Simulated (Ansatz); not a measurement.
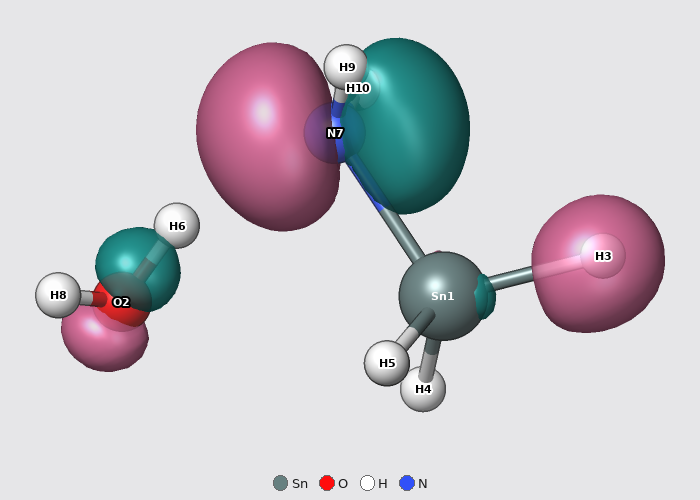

Figure 1: H₅NSn···H₂O. One frontier orbital at ±0.15 Å⁻³ᐟ² (teal and pink are the two phases), seen at a tilt.

The product side of a reaction path; geometry: PBE0-D4/def2-TZVP; core potentials replace the inner electrons of Sn.

Method: RKS PBE0-D4/def2-TZVPP (Ansatz 0.2.0).

```xyz
10

Sn    1.0066    0.7928   -0.4563
O    -0.2677   -1.8418    1.2313
H     1.2869    2.1434   -1.4780
H     1.8827   -0.5545   -1.0004
H     1.3140    1.2212    1.1596
H    -0.7597   -1.1903    0.6931
N    -0.9773    0.2571   -0.5255
H    -0.6405   -1.7874    2.1128
H    -1.5918    1.0279   -0.2921
H    -1.2532   -0.0683   -1.4447
```

### Which orbital is it: HOMO or LUMO?

The HOMO, at −7.67 eV. It lies mainly on N7 (about 60 %), Sn1 (about 10 %), H3 (about 10 %) and O2 (about 5 %).
